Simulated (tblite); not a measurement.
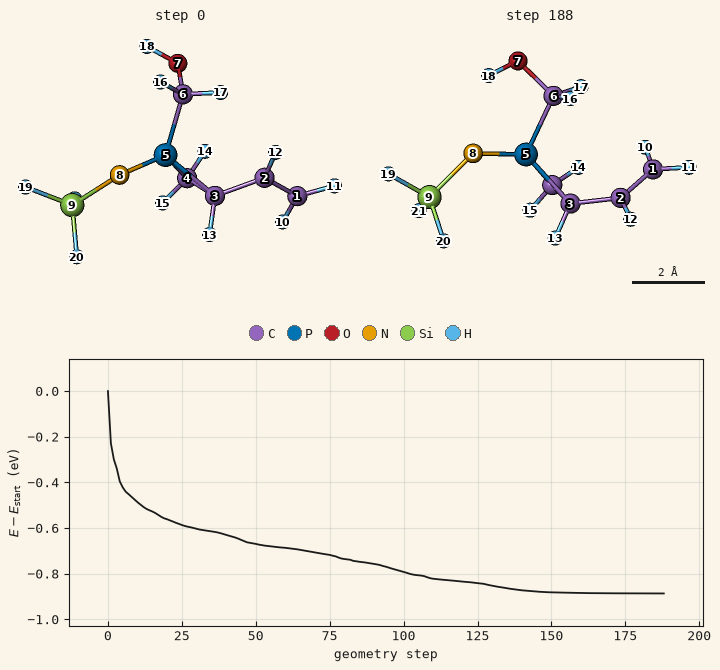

First and last geometry of a relaxation of C5H12NOPSi, with the history of the run. The picture is a ball-and-stick view, seen at a tilt.

All numbers below come from tblite, GFN2-xTB geometry optimisation, gas phase. 

What do the curves and the structures tell?

Answer. It converged. Over 188 geometry steps the energy falls by 0.886 eV. H10 moves most after the best rigid fit: 2.11 Å. By element the largest moves are H 2.11 Å, C 0.88 Å, N 0.86 Å, O 0.80 Å, P 0.44 Å, Si 0.27 Å. Some distances before and after: C3–C4 1.515 → 1.565 Å, C4–H14 1.120 → 1.081 Å, Si9–H19 1.496 → 1.459 Å, N8–Si9 1.762 → 1.727 Å. Among the angles between lasting bonds that change: C3–P5–N8 119.4° → 130.8°, C1–C2–C3 116.2° → 126.7°, C3–C2–H12 124.2° → 114.1°. Groups turn about C2–C3 by about 85°, P5–C6 by about 80°, C6–O7 by about 60°.

```
step  E − E(0), eV
   0        0.0000
   1       -0.2289
   2       -0.2993
   3       -0.3394
   4       -0.3953
   5       -0.4216
   6       -0.4405
   7       -0.4516
   8       -0.4634
   9       -0.4751
  10       -0.4866
  19       -0.5572
  29       -0.5997
  38       -0.6220
  47       -0.6621
  57       -0.6833
  66       -0.6974
  76       -0.7209
  85       -0.7475
  94       -0.7691
 104       -0.8053
 113       -0.8260
 122       -0.8365
 132       -0.8573
 141       -0.8736
 151       -0.8818
 160       -0.8842
 169       -0.8855
 179       -0.8859
 188       -0.8863
```
